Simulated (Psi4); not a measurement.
**[GaH2F2]− (SMILES [F][GaH2-][F]): wB97X-V/def2-SVPD**

Aim: the energy change on altering one bond length of [GaH2F2]− at wB97X-V/def2-SVPD, from 2 runs. 

Program for the calculation: Psi4 1.11.

### 1 The molecule

The species is [GaH2F2]− (5 atoms), meant as a singlet with charge -1. SMILES: `[F][GaH2-][F]`. The shape comes from GFN2-xTB, which is rough for such elements, and wasn't checked as a minimum.

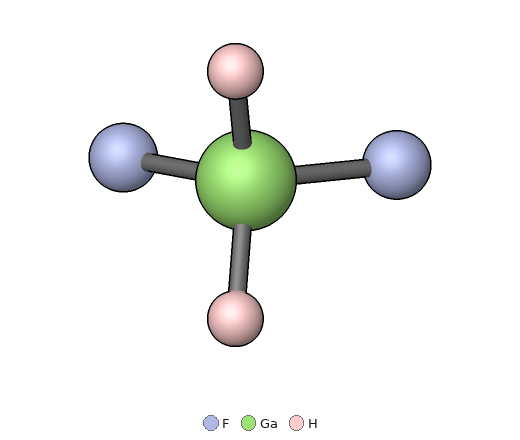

Viewed from a chosen angle; fluorine light blue, gallium green, hydrogen pink.

### 2 The energy at wB97X-V/def2-SVPD

f2gah2_ase.py

```python
import numpy as np
from ase.calculators.psi4 import Psi4
from ase import Atoms

mol = Atoms(['F', 'Ga', 'F', 'H', 'H'], positions=[
    [-0.274910, -0.534640, 1.633010],
    [0.069440, -0.037490, -0.057030],
    [-1.087530, 1.262430, -0.501770],
    [-0.208340, -1.257870, -0.979630],
    [1.501350, 0.567570, -0.094580],
])
calc = Psi4(atoms=mol, method='wb97x-v', basis='def2-SVPD', memory='1600MB', num_threads=1, charge=-1, multiplicity=1, label='calc')
calc.psi4.set_options({'puream': True, 'e_convergence': 1e-09, 'd_convergence': 1e-08, 'scf_type': 'pk', 'dft_radial_points': 99, 'dft_spherical_points': 590})
mol.calc = calc

print(f'energy: {mol.get_potential_energy():.6f} eV')
```

Command:

```
$ python f2gah2_ase.py
```

calc.dat:

```text
[...]
  Running in c1 symmetry.
[...]
  Nuclear repulsion =  207.522729931227303
[...]
  Multiplicity = 1
[...]
  Nalpha       = 26
  Nbeta        = 26
[...]
    Number of basis functions: 100
[...]
   @RKS iter   1: -2123.44888160725486   -2.19196e+00   2.59893e-02 DIIS/ADIIS
[...]
   @RKS iter  13: -2125.26194038160838   -2.27374e-12   1.53160e-09 DIIS
[...]
    Orbital Energies [Eh]
    ---------------------
    Doubly Occupied:
       1A   -372.140367     2A    -45.720228     3A    -40.476540
       4A    -40.476320     5A    -40.476125     6A    -24.507552
       7A    -24.507299     8A     -5.384991     9A     -3.671776
      10A     -3.671331    11A     -3.669062    12A     -1.018717
      13A     -1.013677    14A     -0.729914    15A     -0.729134
      16A     -0.725791    17A     -0.725626    18A     -0.724873
      19A     -0.395415    20A     -0.311508    21A     -0.302834
      22A     -0.302276    23A     -0.278233    24A     -0.270918
      25A     -0.242429    26A     -0.184662
[...]
  @RKS Final Energy: -2125.26194038160838
   => Energetics <=
    Nuclear Repulsion Energy =            207.5227299312273033
    One-Electron Energy =               -3389.9435369714947228
    Two-Electron Energy =                1131.1029081449817113
    DFT Exchange-Correlation Energy =     -74.1603886733676063
    Empirical Dispersion Energy =           0.0000000000000000
    VV10 Nonlocal Energy =                  0.2163471870450236
    Total Energy =                      -2125.2619403816083832
[...]
 Multipole Moments:
 ------------------------------------------------------------------------------------
     Multipole            Electronic (a.u.)      Nuclear  (a.u.)        Total (a.u.)
 ------------------------------------------------------------------------------------
 L = 1.  Multiply by 2.5417464519 to convert [e a0] to [Debye]
 Dipole X            :         -0.6048339            0.8518434            0.2470095
 Dipole Y            :          0.3198018           -0.4536879           -0.1338861
 Dipole Z            :          0.5074198           -0.7094069           -0.2019871
 Magnitude           :                                                    0.3460317
[...]
```

The script printed:

```text
energy: -57831.323063 eV
```

It took 2.6 min on 1 thread of Intel Xeon Platinum 8375C at 2.90GHz (Ice Lake), shared host; peak memory 0.9 GiB.

### 3 The distorted shape, same level

calc.py

```python
import psi4

psi4.set_memory(1600000000)
psi4.set_num_threads(1)
psi4.set_output_file('run.log', False)

geom = psi4.geometry("""
-1 1
F      1.22961077    -2.97555142     3.75830243
Ga     1.88033797    -2.03607407     0.56458969
F     -2.05513385     2.38564695    -0.94820788
H      1.35540984    -4.34225804    -1.17887163
H      4.58625570    -0.89267639     0.49363048
units au
symmetry c1
no_reorient
no_com
""")

options = {'basis': 'def2-SVPD', 'reference': 'rks', 'puream': True, 'e_convergence': 1e-09, 'd_convergence': 1e-08, 'scf_type': 'pk', 'dft_radial_points': 99, 'dft_spherical_points': 590}
psi4.set_options(options)

result, w = psi4.energy("wb97x-v", molecule=geom, return_wfn=True)
print('E =', round(result, 9))
```

Command:

```
$ python calc.py
```

run.log:

```text
[...]
  Running in c1 symmetry.
[...]
  Nuclear repulsion =  165.427734831926671
[...]
  Multiplicity = 1
[...]
  Nalpha       = 26
  Nbeta        = 26
[...]
    Number of basis functions: 100
[...]
   @RKS iter   1: -2123.37649803146132   -2.60811e+00   2.57539e-02 DIIS/ADIIS
[...]
   @RKS iter  13: -2125.16955481396462   -9.54969e-12   6.91915e-09 DIIS
[...]
    Orbital Energies [Eh]
    ---------------------
    Doubly Occupied:
       1A   -372.240840     2A    -45.821089     3A    -40.579324
       4A    -40.576241     5A    -40.575773     6A    -24.573369
       7A    -24.406536     8A     -5.483069     9A     -3.774003
      10A     -3.766819    11A     -3.763954    12A     -1.080371
      13A     -0.875877    14A     -0.827333    15A     -0.825384
      16A     -0.824349    17A     -0.819920    18A     -0.817680
      19A     -0.445432    20A     -0.354071    21A     -0.350345
      22A     -0.334062    23A     -0.261977    24A     -0.171994
      25A     -0.168609    26A     -0.168549
[...]
  @RKS Final Energy: -2125.16955481396462
   => Energetics <=
    Nuclear Repulsion Energy =            165.4277348319266707
    One-Electron Energy =               -3303.1677664234107397
    Two-Electron Energy =                1086.4182103205741896
    DFT Exchange-Correlation Energy =     -74.0667956188939201
    Empirical Dispersion Energy =           0.0000000000000000
    VV10 Nonlocal Energy =                  0.2190620758391193
    Total Energy =                      -2125.1695548139646235
[...]
 Multipole Moments:
 ------------------------------------------------------------------------------------
     Multipole            Electronic (a.u.)      Nuclear  (a.u.)        Total (a.u.)
 ------------------------------------------------------------------------------------
 L = 1.  Multiply by 2.5417464519 to convert [e a0] to [Debye]
 Dipole X            :        -55.6466718           56.8024349            1.1557631
 Dipole Y            :         72.7369250          -73.6623708           -0.9254458
 Dipole Z            :        -42.4328510           42.1078902           -0.3249608
 Magnitude           :                                                    1.5158621
[...]
```

On the terminal:

```text
E = -2125.169554814
```

Wall time 2.1 min (1 thread of Intel Xeon Platinum 8375C at 2.90GHz (Ice Lake), shared host); peak memory 0.84 GiB.

### 4 Summary of results

At wB97X-V/def2-SVPD:

```
                                                              quantity           value
                                             first shape: total energy  -2125.26194 Eh
                                              first shape: HOMO energy        -5.02 eV
                                              first shape: LUMO energy         5.27 eV
    first shape: HOMO–LUMO gap (to an unbound level, set by the basis)        10.29 eV
                                         distorted shape: total energy  -2125.16955 Eh
                                          distorted shape: HOMO energy        -4.59 eV
                                          distorted shape: LUMO energy         4.20 eV
distorted shape: HOMO–LUMO gap (to an unbound level, set by the basis)         8.78 eV
    energy change with the Ga2–F3 bond stretched from 1.796 to 3.233 Å        2.514 eV
```

In words: With the Ga2–F3 bond stretched from 1.796 to 3.233 Å the energy rises by 2.51 eV (58 kcal/mol). The first shape isn't relaxed at this level, so the change isn't measured from a minimum.
